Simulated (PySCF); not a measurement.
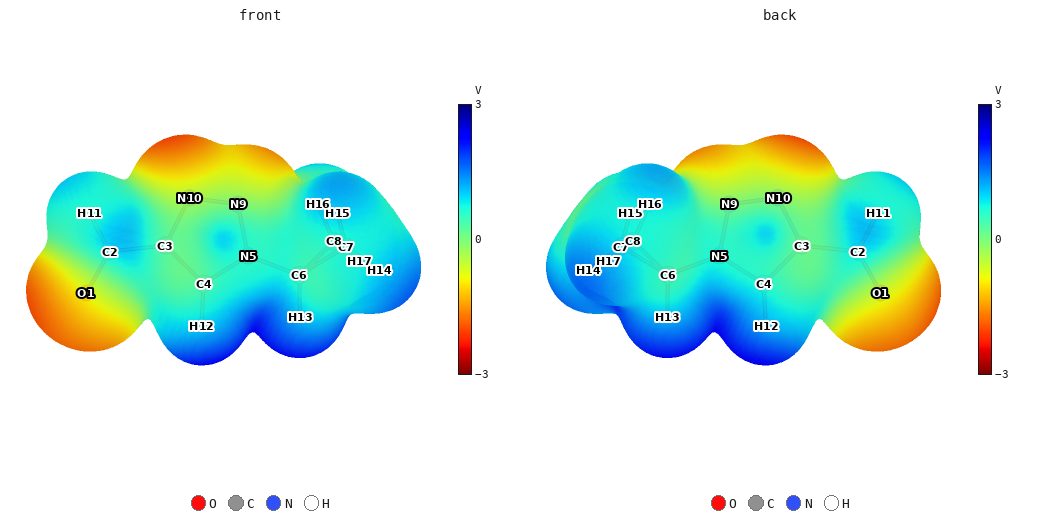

Figure 1: C$_{6}$H$_{7}$N$_{3}$O (SMILES O=Cc1cn(C2CC2)nn1). The molecular electrostatic potential painted on the density surface at 0.004 e/bohr³, seen from the front and from behind; the colour scale runs from red (negative) to blue (positive).

Geometry: GFN2-xTB.

Theory: PBE0/pcSseg-1, SCF density, gas phase, non-relativistic in PySCF.

The calculation's input:

```
{"job": {"kind": "nmr", "xc": "PBE0", "basis": "pcSseg-1"}, "charge": 0, "multiplicity": 1}
O      4.134339     0.063158    -0.985042
C      3.501239    -0.608643    -0.209423
C      2.073829    -0.484417     0.024314
C      1.146160     0.387470    -0.538646
N     -0.019167     0.052248     0.036484
C     -1.301625     0.619909    -0.175606
C     -2.225967     0.744748     1.002056
C     -2.499876    -0.277041    -0.054292
N      0.172375    -0.955927     0.895825
N      1.400156    -1.277318     0.895179
H      3.968467    -1.399526     0.404495
H      1.256511     1.167432    -1.261327
H     -1.284319     1.396506    -0.929193
H     -2.852262     1.620925     1.060778
H     -1.852450     0.392822     1.950904
H     -2.304882    -1.309028     0.191445
H     -3.319526    -0.121288    -0.738026
```

Launched as:

```sh
OMP_NUM_THREADS=1 python probes_run.py task.json out
```

Q: Describe the electrostatic potential map.

A: The most negative region (about −1.9 V) lies over O1 and N10, the most positive (about +2.2 V) over C4, H12 and H13.
